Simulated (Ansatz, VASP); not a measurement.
# GaP: VASP beside Ansatz, part 2 of 2

Wanted: the spread between two codes on one cell, functional and k mesh.

VASP 6.6.1 and Ansatz 0.2.0.

So far. Step 3 (VASP: band structure, PBE): The run ends at a pressure of 2.87 GPa.

## Step 4: Comparison

Known differences besides the PAW data sets themselves: the cutoff is 420 eV in Ansatz and 430 eV in VASP; VASP leaves aspherical gradient terms in its spheres out (LASPH is not set), Ansatz keeps them. Total energies have different zeros and are not compared.

The two programs side by side:

| quantity | Ansatz | VASP | difference |
| --- | --- | --- | --- |
| gap over the path points (eV) | 1.573 | 1.570 | +0.002 |

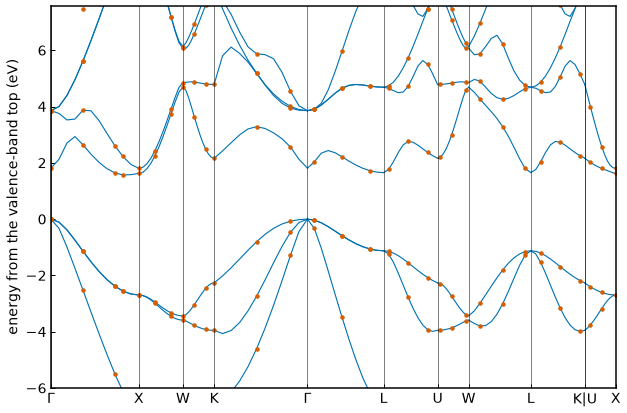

Bands from VASP (lines) and levels from Ansatz (dots). Dots without a line are higher empty bands that the VASP plot leaves out.

Levels at points of the path, from each program's valence-band top (eV; 3 filled, then empty):

| k (reciprocal lattice) | Ansatz | VASP |
| --- | --- | --- |
| 0.000 0.000 0.000 | 0.00 0.00 0.00 1.82 3.85 3.85 | 0.00 0.00 0.00 1.81 3.85 3.85 |
| 0.182 0.000 0.182 | -2.52 -1.14 -1.14 2.64 3.87 5.62 | -2.52 -1.14 -1.14 2.64 3.87 5.62 |
| 0.364 0.000 0.364 | -5.51 -2.38 -2.38 1.64 2.60 8.71 | -5.51 -2.38 -2.38 1.64 2.60 8.71 |
| 0.409 0.000 0.409 | -6.13 -2.56 -2.56 1.57 2.23 9.51 | -6.13 -2.56 -2.56 1.57 2.23 9.51 |
| 0.500 0.000 0.500 | -6.78 -2.70 -2.70 1.63 1.80 10.56 | -6.78 -2.69 -2.69 1.62 1.80 10.56 |
| 0.500 0.091 0.591 | -6.72 -2.99 -2.95 2.26 2.43 9.22 | -6.72 -2.99 -2.95 2.25 2.43 9.23 |
| 0.500 0.182 0.682 | -6.61 -3.45 -3.33 3.73 3.90 7.19 | -6.61 -3.45 -3.33 3.73 3.91 7.19 |
| 0.500 0.250 0.750 | -6.57 -3.59 -3.44 4.69 4.85 6.08 | -6.57 -3.59 -3.44 4.69 4.85 6.07 |
| 0.455 0.295 0.750 | -6.57 -3.77 -3.04 3.64 4.87 6.58 | -6.56 -3.77 -3.04 3.64 4.87 6.58 |
| 0.409 0.341 0.750 | -6.57 -3.92 -2.46 2.49 4.80 7.60 | -6.57 -3.92 -2.46 2.49 4.80 7.60 |

Among the levels compared (up to four filled and three empty ones at each point), filled levels agree within 2 meV and empty ones within 6 meV.

## Step 5: VASP: single point, PBE

A single point gives forces, pressure and levels at one fixed geometry, so differences don't come from the geometry; what else differs is listed under the comparison.

The input, INCAR:

```
SYSTEM = GaP
PREC = Accurate
ENCUT = 430
EDIFF = 1E-08
NELM = 100
ISMEAR = 0
SIGMA = 0.01
LREAL = .FALSE.
ALGO = Normal
GGA = PE
NBANDS = 15
LORBIT = 11
LWAVE = .TRUE.
LCHARG = .FALSE.
KPAR = 8
```

The input, POSCAR:

```
GaP
1.0
    0.0000000000      2.7252500000      2.7252500000
    2.7252500000      0.0000000000      2.7252500000
    2.7252500000      2.7252500000      0.0000000000
Ga P
1 1
Direct
    0.0000000000      0.0000000000      0.0000000000
    0.2500000000      0.2500000000      0.2500000000
```

The input, KPOINTS:

```
Automatic mesh
0
Gamma
6 6 6
0 0 0
```

The projector-augmented-wave data sets are Ga_d_GW and P_GW (PBE family, release 64).

Started as:

```
$ mpirun -np 8 vasp_std
```

Numbers of over 12 decimals in the logs are rounded to 6 here.

The program printed:

```text
[banner, memory and clock lines left out]
running    8 mpi-ranks, on    1 nodes
[...]
[... a notice as in an earlier step ...]

 LDA part: xc-table for (Slater+PW92), standard interpolation
 POSCAR, INCAR and KPOINTS ok, starting setup
[...]
entering main loop
       N       E                     dE             d eps       ncg     rms          rms(c)
DAV:   1     0.119105920475E+03    0.11911E+03   -0.93907E+03   504   0.134E+03
DAV:   2     0.854297588745E+00   -0.11825E+03   -0.11326E+03   529   0.339E+02
DAV:   3    -0.899851466746E+01   -0.98528E+01   -0.97679E+01   691   0.118E+02
DAV:   4    -0.936168862427E+01   -0.36317E+00   -0.36307E+00   699   0.232E+01
[...]
DAV:  11    -0.908161874955E+01   -0.11681E-04   -0.21014E-05   760   0.481E-02    0.301E-03
DAV:  12    -0.908161938939E+01   -0.63984E-06   -0.13615E-06   600   0.946E-03    0.387E-04
DAV:  13    -0.908161938167E+01    0.77175E-08   -0.34830E-08   688   0.139E-03
   1 F= -.90816194E+01 E0= -.90816194E+01  d E =-.129102E-35
 writing wavefunctions
```

OUTCAR, selected parts (step 5):

```text
  Total        0.6270759      0.6270759      0.6270759      0.0000000      0.0000000      0.0000000
  in kB       24.8188481     24.8188481     24.8188481      0.0000000      0.0000000      0.0000000
  external PRESSURE =      24.8188481 kB  Pullay stress =       0.0000000 kB

  FREE ENERGIE OF THE ION-ELECTRON SYSTEM (eV)
  ---------------------------------------------------
  free  energy   TOTEN  =        -9.0816193817 eV

  energy  without entropy=       -9.0816193817  energy(sigma->0) =       -9.08161938

[... 2 parts as in an earlier step ...]

[... 2 further parts left out ...]
[key lines of the parts left out:]
E-fermi :   4.4506
```

The run ends at a pressure of 2.48 GPa.

## Step 6: Ansatz: single point, PBE

The same cell, functional, mesh and smearing now go to Ansatz, which takes its cutoff from its data sets.

The input, input.yaml:

```yaml
crystal:
  lattice:
    - [0.0, 2.72525, 2.72525]
    - [2.72525, 0.0, 2.72525]
    - [2.72525, 2.72525, 0.0]
  atoms:
    - { symbol: Ga, position: [0.0, 0.0, 0.0] }
    - { symbol: P, position: [0.25, 0.25, 0.25] }
hamiltonian:
  xc: pbe
  pseudopotentials: { kind: paw }
kpoints:
  mp_grid: { grid: [6, 6, 6] }
scf:
  occupations: { method: gaussian, width: 0.01 }
  n_extra_bands: 4
output:
  forces: true
  stress: true
  eigenvalues: true
```

Started as:

```
$ ansatz run input.yaml --threads 2 --pin off --max-ram 4608MiB --backend cpu --events-out ev --progress --plain --runs-dir out
```

The program printed:

```text
[...]
Crystal: 2 atoms, lattice volume = 40.481 Å³
Basis set: ecut = 420 eV, 749 PW (Γ), exchange–correlation on 54×54×54 points (8 copies of the dense FFT grid, shifted against one another)
Bands: 13, of which v1, the nominal top of the filled ones, is band 9 counted from 1 (8 counted from 0)
Symmetry: 24 space group operations
[...]
k-points: 16 of 216 (time reversal used)
[...]
--- Band table (eV; the first three rows and the last of 16) ---
  k-point 0: bands = [... 5 lower, -5.4013, 7.0923, 7.0923, 7.0923, 8.9192, 10.9731, 10.9731, 10.9731]
  k-point 1: bands = [... 5 lower, -5.0450, 4.7047, 6.7210, 6.7210, 9.5048, 11.5213, 11.5213, 12.1169]
  k-point 2: bands = [... 5 lower, -4.0976, 1.8834, 6.1848, 6.1848, 8.9896, 11.8980, 11.8980, 14.6886]
  k-point 15: bands = [... 5 lower, -2.3653, 0.4835, 3.7157, 3.8281, 10.5677, 10.7368, 14.6373, 14.6610]
[key lines of the parts left out:]
SCF converged after 7 iterations
Free energy (F): -4539.534185 eV
Fermi energy:    7.917752 eV
P = ⅓ Tr σ = 2.5318 GPa (25.318 kbar)
```

Elapsed: 1.1 s, on 2 threads of Arm Neoverse N1, shared host; peak memory 0.28 GiB.

The run ends at a pressure of 2.53 GPa.

## Step 7: Comparison

Both answers:

| quantity | Ansatz | VASP | difference |
| --- | --- | --- | --- |
| gap on the k mesh (eV) | 1.651 | 1.647 | +0.004 |

## Step 8: Further runs

An all-electron run, which needs no data sets, serves as referee.

| run | difference in gap on the k mesh (eV) |
| --- | --- |
| as above | 0.0040 |
| Ansatz's all-electron LAPW method | 0.0057 |

## Step 9: Outcome

| Quantity | Value |
| --- | --- |
| difference in gap over the path points (band structure, PBE) | 0.0024 eV |
| difference in gap on the k mesh (single point, PBE) | 0.0040 eV |

What this shows: The difference in gap on the k mesh is 0.0040 eV (single point, PBE), within the 0.08 eV picked in this series as the mark of a large difference. For single point, PBE: no further run halves the difference in gap on the k mesh; only Ansatz's side was varied. The all-electron run, which needs no data set, lies 0.0057 eV from VASP and 0.0016 eV from Ansatz's PAW result, so it sides with Ansatz. Differences of this kind measure data sets and numerical settings, not the functional's error against experiment.

[Lines on the potential files, build, host, timing and source positions are cut from VASP's logs without a mark.]

[Logs are printed without paths, hosts, clocks, repeated set-up lines and the standing remarks that a program may print on its own settings, such as how far it seeks lower states.]

[Hosts, paths, dates, database ids (printed as entryN), source tags and the programs' standing remarks are cut or masked in the printed files.]
